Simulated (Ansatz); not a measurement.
# Geometry relaxation, with input and output: Si8O14F (charge +2) (part 2 of 2)

The same run, continued: Si8O14F (defect cell, 23 atoms in the cell, total charge +2); DFT PBE, scalar-relativistic, plane waves, PAW, PAW set soft_1, spin-polarised (Ansatz 0.2.0); cutoff 420 eV, 2×2×2 k-mesh, Gaussian smearing of 0.05 eV, collinear spins. The structure derives from an entry of the Crystallography Open Database. It belongs to a series of runs on one base structure; here: end point A relaxed.

Geometry of the input (Å; fractional positions):
```
-4.9709  -4.9709  0.0000
4.9709  -4.9709  0.0000
0.0000  0.0000  6.9278
Si 0.1942  0.4998  -0.0027
Si -0.0104  0.1984  0.2441
Si 0.8058  0.4923  0.5019
Si 0.0080  0.8017  0.7464
O  0.3221  0.5664  0.1891
O  0.9351  0.3282  0.4232
O  0.6685  0.4349  0.6796
O  0.0723  0.6738  0.9334
F  0.9366  0.6710  0.5681
O  0.6775  0.5701  0.3235
O  0.0647  0.3260  0.0700
O  0.3272  0.4377  0.8178
Si 0.7104  0.0003  0.0032
Si 0.4936  0.6990  0.2529
Si 0.3036  -0.0060  0.4970
Si 0.4992  0.3038  0.7571
O  0.8267  0.0608  0.1815
O  0.4275  0.8323  0.4275
O  0.5719  0.1711  0.9344
O  0.4393  0.1760  0.5710
O  0.1723  0.0648  0.3167
O  0.5691  0.8330  0.0699
O  0.8314  0.9389  0.8126
```

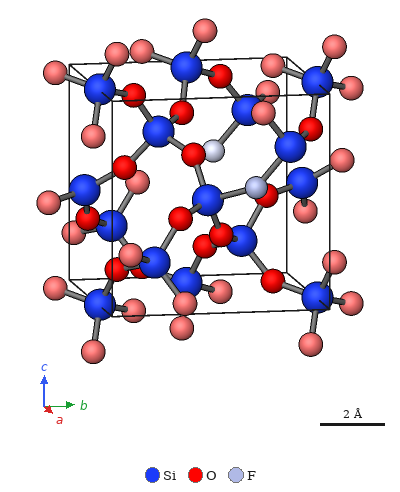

Fig. 1: The geometry at step 5 of the log (ball-and-stick view of the cell of the calculation, seen slightly off an axis; neighbours outside the cell are drawn fainter).

Output, continued:
```
--- Forces (eV/Å), atoms counted from 1 ---
  atom   1  Si     0.02697212     0.00673424    -0.01206074
  atom   2  Si     0.00967203    -0.00061946    -0.01228926
  atom   3  Si     0.00307314    -0.01357636     0.00234091
  atom   4  Si     0.00317370    -0.00846529     0.00625727
  atom   5  O     -0.00053953    -0.01362823     0.01016988
  atom   6  O     -0.00123138    -0.00301424     0.00469207
  atom   7  O      0.00047260    -0.00477098    -0.00326141
  atom   8  O     -0.01447290     0.01004383     0.01909501
  atom   9  F     -0.00647823     0.02166254    -0.01130799
  atom  10  O      0.00726753     0.00535049    -0.00392121
  atom  11  O     -0.00858918     0.00034651    -0.00169405
  atom  12  O     -0.00576907    -0.00500971    -0.00839782
  atom  13  Si    -0.00093307    -0.01515186    -0.00232282
  atom  14  Si    -0.01080454     0.00710812     0.00067904
  atom  15  Si     0.00318932     0.01301148     0.02625769
  atom  16  Si    -0.00870539     0.00834645     0.01253403
  atom  17  O      0.00912893     0.00882271    -0.00354932
  atom  18  O      0.00386305    -0.00913784    -0.01207676
  atom  19  O     -0.00042125     0.00450322    -0.00339653
  atom  20  O      0.00311241    -0.01335906    -0.00877880
  atom  21  O     -0.01547198    -0.00576428    -0.00401529
  atom  22  O     -0.00535758     0.00420071     0.00042562
  atom  23  O      0.00887239     0.00241611     0.00460819
  max |Σ_I F_I| component: 4.91e-5 eV/Å
--- Relaxed structure (8 steps of the walk, 7 accepted, 0 SCFs on fresh bases) ---
  F+E_penalty+E_count = -13868.02888484 eV   max|allowed force component| = 2.697e-2 eV/Å
  atoms:
    - { symbol: Si, position: [0.19916288677767793, 0.5034865118790723, 0.005071016665595137] }
    - { symbol: Si, position: [0.0016032896892334142, 0.19474758473164733, 0.24119224709664988] }
    - { symbol: Si, position: [0.796245319608158, 0.4753029546556972, 0.4899109855356159] }
    - { symbol: Si, position: [0.0014939472428224243, 0.818276981834752, 0.7629839188773747] }
    - { symbol: O, position: [0.3174973774205884, 0.5650505145550727, 0.1964180188139107] }
    - { symbol: O, position: [0.9566631597055271, 0.32525460346605195, 0.431632203897087] }
    - { symbol: O, position: [0.681021609956757, 0.42562408674817775, 0.6810207483128441] }
    - { symbol: O, position: [0.06048808199836153, 0.6812190260583009, 0.9355087076875847] }
    - { symbol: F, position: [0.9323006848254538, 0.6734492110758876, 0.5676047702452419] }
    - { symbol: O, position: [0.6822187558386403, 0.5572059656021933, 0.30937345453474757] }
    - { symbol: O, position: [0.068427883514351, 0.32007912946774253, 0.05753819504470346] }
    - { symbol: O, position: [0.3340485992948305, 0.4624247416677601, 0.8204140880630393] }
    - { symbol: Si, position: [0.691251787023502, 0.003434898222778038, 0.0020111464632727805] }
    - { symbol: Si, position: [0.5034519007064651, 0.6911780248525681, 0.2455568976587328] }
    - { symbol: Si, position: [0.32846726818787636, 0.008006004551191437, 0.4673914970466479] }
    - { symbol: Si, position: [0.49649363298517896, 0.31114214473163443, 0.7640163901697478] }
    - { symbol: O, position: [0.822653044566477, 0.06174120235615377, 0.18532322169037574] }
    - { symbol: O, position: [0.45467964577426684, 0.8232651185857764, 0.4395067054274743] }
    - { symbol: O, position: [0.5534175182988047, 0.17944615190428156, 0.9454334414786127] }
    - { symbol: O, position: [0.4105539495699904, 0.17592935565901696, 0.589999275880685] }
    - { symbol: O, position: [0.17087123093470333, 0.045679274532274244, 0.30970397649326475] }
    - { symbol: O, position: [0.5617097663572099, 0.8217864947601885, 0.062465661793142856] }
    - { symbol: O, position: [0.821870059723124, 0.9505033181017807, 0.8080255311236483] }
```

Trajectory as extended XYZ (Å, eV, eV/Å), 8 frames, from step=1 to step=8:
```
23
Lattice="-4.9709 -4.9709 0.0000 4.9709 -4.9709 0.0000 0.0000 0.0000 6.9278" Properties=species:S:1:pos:R:3:forces:R:3 step=1 energy=-13865.78958
Si    1.5188   -3.4498   -0.0185   -3.8913  -0.7532   2.3601
Si    1.0378   -0.9343    1.6908   -1.8254  -1.8219   0.3562
Si   -1.5585   -6.4527    3.4769    1.7384   5.6775  -1.9582
Si    3.9456   -4.0250    5.1711    1.5845  -2.1593   4.2957
O     1.2147   -4.4167    1.3103    0.3627   1.2825  -1.0309
O    -3.0167   -6.2794    2.9318   -0.0690  -0.6904   1.5367
O    -1.1609   -5.4850    4.7079   -0.5656  -2.6134  -0.5024
O     2.9902   -3.7085    6.4664    3.8505  -0.6629  -2.7017
F    -1.3205   -7.9914    3.9355   -0.2684  -1.0102  -0.9209
O    -0.5342   -6.2017    2.2410    0.1851  -0.6107   0.5523
O     1.2985   -1.9421    0.4847    0.2614   0.1463  -0.9075
O     0.5490   -3.8021    5.6659    1.1016   0.2475   0.2133
Si   -3.5298   -3.5329    0.0222    2.1724   2.4785  -1.3944
Si    1.0213   -5.9283    1.7522   -1.8421  -1.2016  -2.0609
Si   -1.5393   -1.4792    3.4428    4.2620  -3.1367  -0.2318
Si   -0.9711   -3.9917    5.2448   -1.1706   0.5200   0.7531
O    -3.8072   -4.4119    1.2574   -0.6347  -0.2897   1.7802
O     2.0122   -6.2628    2.9615   -2.8423   0.5428   0.7431
O    -1.9922   -3.6931    6.4731    0.6091  -0.3001  -0.4032
O    -1.3091   -3.0586    3.9560   -0.2591   2.7932  -0.3959
O    -0.5343   -1.1789    2.1942    0.1145   0.6122   0.9586
O     1.3119   -6.9695    0.4842   -0.4952   1.4808   0.7852
O     0.5343   -8.7996    5.6297   -2.3784  -0.5309  -1.8270
23
Lattice="-4.9709 -4.9709 0.0000 4.9709 -4.9709 0.0000 0.0000 0.0000 6.9278" Properties=species:S:1:pos:R:3:forces:R:3 step=2 energy=-13866.86138
Si    1.5188   -3.4542   -0.0103   -2.4476  -0.5520   1.7090
Si    1.0208   -0.9410    1.7040   -1.0597  -1.1673   0.0816
Si   -1.5465   -6.4259    3.4666    1.1669   3.8117  -1.3963
Si    3.9761   -4.0729    5.1946    0.9864  -1.0330   2.9167
O     1.1957   -4.4021    1.3024    0.2813   0.9296  -0.6585
O    -3.0257   -6.2828    2.9576   -0.2724  -0.5384   1.1202
O    -1.1542   -5.5016    4.7136   -0.3458  -1.6500  -0.0928
O     3.0226   -3.7307    6.4625    2.1906  -0.4728  -1.8064
F    -1.3066   -8.0046    3.9409   -0.2238  -0.6940  -0.6005
O    -0.5542   -6.1956    2.2210    0.1202  -0.4807   0.3074
O     1.2980   -1.9393    0.4820    0.2774   0.2183  -0.6917
O     0.5633   -3.8037    5.6687    0.6915   0.1553  -0.0706
Si   -3.5079   -3.5011    0.0171    1.4408   1.4896  -0.6089
Si    0.9836   -5.9204    1.7278   -0.9508  -0.9129  -1.3805
Si   -1.5439   -1.5122    3.4236    2.3429  -2.4138  -0.6839
Si   -0.9658   -3.9940    5.2524   -0.7088   0.2039   0.4326
O    -3.8122   -4.3995    1.2710   -0.4164  -0.1080   0.9393
O     1.9733   -6.2702    2.9565   -1.5055   0.3997   0.9316
O    -1.9694   -3.6799    6.4790    0.3340  -0.1875  -0.1824
O    -1.3082   -3.0474    3.9662   -0.1643   2.1071  -0.1968
O    -0.5426   -1.1748    2.2008    0.0529   0.5333   0.7749
O     1.2980   -6.9315    0.4651   -0.3700   0.8283   0.3495
O     0.5474   -8.8097    5.6184   -1.4195  -0.4661  -1.1933
23
Lattice="-4.9709 -4.9709 0.0000 4.9709 -4.9709 0.0000 0.0000 0.0000 6.9278" Properties=species:S:1:pos:R:3:forces:R:3 step=3 energy=-13867.96426
Si    1.4830   -3.4573    0.0287    0.6479   0.0946  -0.3940
Si    0.9825   -0.9642    1.7243   -0.0491  -0.0440   0.0171
Si   -1.5415   -6.3151    3.3927   -0.2289  -0.1957   0.1426
Si    4.0655   -4.0386    5.2688   -0.4374  -0.3949  -0.1362
O     1.1890   -4.3805    1.3200   -0.1140   0.0161   0.0355
O    -3.0989   -6.3210    3.0487   -0.1336   0.1525  -0.1910
O    -1.1477   -5.5649    4.7418    0.0213   0.1049  -0.0251
O     3.0537   -3.7117    6.4399   -0.2216   0.1314   0.2545
F    -1.3230   -8.0093    3.8898    0.1936  -0.0339   0.1230
O    -0.6074   -6.2081    2.1119    0.0080   0.1013  -0.0481
O     1.3171   -1.9005    0.4467   -0.0694   0.0018   0.0576
O     0.6204   -3.8270    5.6412   -0.2082  -0.0447   0.0791
Si   -3.4151   -3.4627    0.0368   -0.5538  -0.3171  -0.4847
Si    0.9370   -5.9328    1.6679    0.1702  -0.1135   0.1433
Si   -1.6049   -1.6528    3.2951    0.2401  -0.0951  -0.0422
Si   -0.9380   -4.0368    5.2924    0.1708   0.0746  -0.2826
O    -3.8230   -4.3825    1.3080    0.0699   0.1537   0.0032
O     1.8433   -6.2841    3.0181   -0.1275  -0.0533   0.0001
O    -1.8787   -3.7236    6.5567    0.1575   0.0080   0.1447
O    -1.3079   -3.0014    4.0610   -0.0521   0.2151  -0.0516
O    -0.5899   -1.1174    2.2005   -0.0662  -0.0877   0.1242
O     1.3092   -6.8753    0.4022    0.0617   0.0698   0.0690
O     0.6358   -8.8279    5.5889    0.5221   0.2569   0.4628
23
Lattice="-4.9709 -4.9709 0.0000 4.9709 -4.9709 0.0000 0.0000 0.0000 6.9278" Properties=species:S:1:pos:R:3:forces:R:3 step=4 energy=-13867.95193 accepted=F
Si    1.5218   -3.4787    0.0145   -0.3395  -0.0162   0.0852
Si    0.9929   -0.9699    1.6951    0.2564   0.0117  -0.0413
Si   -1.5856   -6.3495    3.4136    0.2389   0.3380   0.2502
Si    4.0395   -4.1989    5.2876    0.4644   0.8154   0.5406
O     1.1263   -4.3928    1.2955    0.0532  -0.0088   0.0488
O    -3.1376   -6.3555    3.0429   -0.0963  -0.1518  -0.0535
O    -1.2171   -5.4653    4.6877    0.0104  -0.0476  -0.0329
O     3.0847   -3.7638    6.4962    0.1527  -0.2821  -0.1950
F    -1.2554   -7.9763    4.0413   -0.1743   0.0010  -0.3949
O    -0.6303   -6.2246    2.1442    0.0068  -0.1256  -0.0154
O     1.3435   -1.9186    0.4338   -0.0128  -0.0069  -0.0145
O     0.6369   -3.8300    5.6324    0.0691   0.0001  -0.0446
Si   -3.4256   -3.4809    0.0101    0.1568   0.0688   0.1288
Si    0.9103   -5.9467    1.6772   -0.2325   0.0260  -0.2381
Si   -1.5969   -1.6164    3.2142   -0.1235  -0.3404   0.1994
Si   -0.9237   -3.9699    5.2670   -0.0967  -0.1383   0.0818
O    -3.7467   -4.3879    1.3171   -0.0436  -0.0861   0.0601
O     1.8353   -6.2668    3.0212    0.0801  -0.0031  -0.0050
O    -1.8638   -3.6600    6.5416   -0.0012   0.0339  -0.0683
O    -1.2542   -2.8729    4.0846    0.0654   0.1297  -0.1220
O    -0.6004   -1.0755    2.1202   -0.0494   0.0178  -0.0016
O     1.2855   -6.8970    0.4168   -0.0120   0.0177   0.0278
O     0.6215   -8.8973    5.6271   -0.3722  -0.2525  -0.1952
23
Lattice="-4.9709 -4.9709 0.0000 4.9709 -4.9709 0.0000 0.0000 0.0000 6.9278" Properties=species:S:1:pos:R:3:forces:R:3 step=5 energy=-13868.01959
Si    1.5053   -3.4668    0.0224    0.0278  -0.0518   0.0274
Si    0.9697   -0.9643    1.6933    0.0480   0.0094  -0.0778
Si   -1.5660   -6.3356    3.3913    0.0420   0.0287  -0.0277
Si    4.0544   -4.0861    5.2762    0.0069   0.0732   0.0847
O     1.1953   -4.3761    1.3313   -0.0225  -0.0152  -0.0161
O    -3.1147   -6.3314    3.0114   -0.0532  -0.0113   0.0003
O    -1.1950   -5.5408    4.7200    0.0040   0.0196  -0.0080
O     3.0725   -3.7056    6.4657   -0.0326  -0.0115   0.0131
F    -1.3114   -8.0140    3.9175    0.0319   0.0016  -0.0085
O    -0.6053   -6.2042    2.1262    0.0071   0.0023   0.0156
O     1.2942   -1.9062    0.4179   -0.0239   0.0013   0.0068
O     0.6251   -3.8765    5.6569   -0.0127  -0.0082  -0.0209
Si   -3.4216   -3.4596    0.0207   -0.0517  -0.0043  -0.0322
Si    0.9457   -5.9324    1.6898   -0.0208   0.0715   0.0121
Si   -1.5963   -1.6532    3.2729   -0.1142  -0.0840  -0.0380
Si   -0.9323   -4.0308    5.2857    0.0056   0.0139   0.0235
O    -3.8229   -4.3788    1.2961    0.0086  -0.0068   0.0135
O     1.8396   -6.2839    3.0519    0.0632  -0.0330  -0.0108
O    -1.8716   -3.7108    6.5559    0.0103   0.0009  -0.0105
O    -1.2658   -2.9594    4.0770    0.0277   0.0493   0.0063
O    -0.6043   -1.1119    2.1705   -0.0106   0.0090   0.0356
O     1.3410   -6.8710    0.4295    0.0090  -0.0328   0.0155
O     0.6249   -8.7957    5.6017    0.0499  -0.0218  -0.0038
23
Lattice="-4.9709 -4.9709 0.0000 4.9709 -4.9709 0.0000 0.0000 0.0000 6.9278" Properties=species:S:1:pos:R:3:forces:R:3 step=6 energy=-13868.02490
Si    1.5070   -3.4768    0.0255    0.0722   0.0121  -0.0137
Si    0.9659   -0.9703    1.6856   -0.0164  -0.0219  -0.0104
Si   -1.5755   -6.3277    3.3871   -0.0179  -0.0127   0.0301
Si    4.0619   -4.0736    5.2848   -0.0195  -0.0654  -0.0262
O     1.1939   -4.3805    1.3359    0.0015   0.0111   0.0114
O    -3.1249   -6.3481    3.0056   -0.0051  -0.0012  -0.0056
O    -1.2146   -5.5187    4.7088   -0.0022   0.0107   0.0079
O     3.0784   -3.7059    6.4771   -0.0164   0.0436   0.0352
F    -1.2917   -7.9982    3.9226   -0.0013   0.0318   0.0204
O    -0.6156   -6.1964    2.1233    0.0200   0.0242  -0.0259
O     1.2806   -1.9158    0.4113   -0.0135   0.0037  -0.0004
O     0.6354   -3.9007    5.6589   -0.0289  -0.0139  -0.0082
Si   -3.4184   -3.4613    0.0205   -0.0011  -0.0197  -0.0279
Si    0.9363   -5.9341    1.6894   -0.0124  -0.0431  -0.0086
Si   -1.6029   -1.6593    3.2578    0.0032   0.0036   0.0133
Si   -0.9264   -4.0215    5.2931   -0.0123   0.0124  -0.0440
O    -3.8140   -4.3862    1.2934    0.0137   0.0061   0.0134
O     1.8314   -6.3046    3.0457    0.0005  -0.0130  -0.0153
O    -1.8626   -3.6990    6.5645    0.0065   0.0034  -0.0002
O    -1.2389   -2.9284    4.0985    0.0140  -0.0241   0.0128
O    -0.6115   -1.1041    2.1630   -0.0060   0.0013  -0.0081
O     1.3275   -6.8771    0.4312   -0.0016   0.0188   0.0063
O     0.6394   -8.8069    5.5981    0.0231   0.0327   0.0437
23
Lattice="-4.9709 -4.9709 0.0000 4.9709 -4.9709 0.0000 0.0000 0.0000 6.9278" Properties=species:S:1:pos:R:3:forces:R:3 step=7 energy=-13868.02727
Si    1.5090   -3.4822    0.0316   -0.0044  -0.0115   0.0074
Si    0.9599   -0.9709    1.6791    0.0140  -0.0022  -0.0136
Si   -1.5833   -6.3281    3.3863    0.0076  -0.0031  -0.0002
Si    4.0580   -4.0753    5.2886    0.0090   0.0356   0.0181
O     1.2102   -4.3823    1.3501    0.0055  -0.0113  -0.0079
O    -3.1304   -6.3573    2.9959   -0.0101  -0.0095  -0.0023
O    -1.2353   -5.5136    4.7078    0.0007  -0.0035  -0.0055
O     3.0823   -3.6879    6.4832   -0.0011  -0.0044   0.0007
F    -1.2956   -7.9941    3.9288    0.0010   0.0090  -0.0015
O    -0.6167   -6.1882    2.1270    0.0042   0.0062   0.0021
O     1.2591   -1.9209    0.4043   -0.0090  -0.0073   0.0010
O     0.6379   -3.9312    5.6716   -0.0039  -0.0008  -0.0044
Si   -3.4167   -3.4573    0.0167    0.0046  -0.0022   0.0038
Si    0.9374   -5.9378    1.6938   -0.0036   0.0183   0.0067
Si   -1.5980   -1.6602    3.2565   -0.0300  -0.0324  -0.0150
Si   -0.9225   -4.0216    5.2897    0.0084  -0.0038   0.0088
O    -3.8011   -4.3888    1.2887    0.0045   0.0055   0.0029
O     1.8305   -6.3287    3.0471    0.0274  -0.0016   0.0046
O    -1.8611   -3.6815    6.5542   -0.0040   0.0086   0.0045
O    -1.2041   -2.9247    4.0916    0.0060   0.0191  -0.0063
O    -0.6186   -1.0885    2.1585   -0.0069   0.0133   0.0074
O     1.3242   -6.8745    0.4307   -0.0098  -0.0024   0.0017
O     0.6356   -8.7999    5.6000   -0.0099  -0.0195  -0.0130
23
Lattice="-4.9709 -4.9709 0.0000 4.9709 -4.9709 0.0000 0.0000 0.0000 6.9278" Properties=species:S:1:pos:R:3:forces:R:3 step=8 energy=-13868.02888
Si    1.5128   -3.4928    0.0351    0.0270   0.0067  -0.0121
Si    0.9601   -0.9760    1.6709    0.0097  -0.0006  -0.0123
Si   -1.5954   -6.3207    3.3940    0.0031  -0.0136   0.0023
Si    4.0601   -4.0750    5.2858    0.0032  -0.0085   0.0063
O     1.2306   -4.3871    1.3607   -0.0005  -0.0136   0.0102
O    -3.1387   -6.3723    2.9903   -0.0012  -0.0030   0.0047
O    -1.2696   -5.5010    4.7180    0.0005  -0.0048  -0.0033
O     3.0856   -3.6870    6.4810   -0.0145   0.0100   0.0191
F    -1.2867   -7.9820    3.9323   -0.0065   0.0217  -0.0113
O    -0.6214   -6.1611    2.1433    0.0073   0.0053  -0.0039
O     1.2509   -1.9312    0.3986   -0.0086   0.0003  -0.0017
O     0.6381   -3.9592    5.6837   -0.0058  -0.0050  -0.0084
Si   -3.4191   -3.4532    0.0139   -0.0009  -0.0152  -0.0023
Si    0.9332   -5.9384    1.7012   -0.0108   0.0071   0.0007
Si   -1.5930   -1.6726    3.2380    0.0032   0.0130   0.0263
Si   -0.9214   -4.0147    5.2930   -0.0087   0.0083   0.0125
O    -3.7824   -4.3962    1.2839    0.0091   0.0088  -0.0035
O     1.8322   -6.3525    3.0448    0.0039  -0.0091  -0.0121
O    -1.8590   -3.6430    6.5498   -0.0004   0.0045  -0.0034
O    -1.1663   -2.9154    4.0874    0.0031  -0.0134  -0.0088
O    -0.6223   -1.0765    2.1456   -0.0155  -0.0058  -0.0040
O     1.2928   -6.8772    0.4328   -0.0054   0.0042   0.0004
O     0.6394   -8.8103    5.5978    0.0089   0.0024   0.0046
```

Summary:

- outcome: converged
- electrons treated: 121
- free energy: −13868.0289 eV
- Fermi energy: 2.556 eV
- net moment of the cell: 1.00 μB
- integrated absolute moment: 1.03 μB
- final volume: 342.37 Å³
- largest force (length of the vector) at the end: 0.030 eV/Å
- hardware: 2 threads of Intel Xeon (Sapphire Rapids), 32 GiB of memory available, shared host
- wall time: 61 s (CPU time 2 min)
- peak memory: 0.9 GiB

Remarks:

The cell is charged and computed with a neutralising background, so its energy and pressure depend on the cell and aren't those of a real crystal.
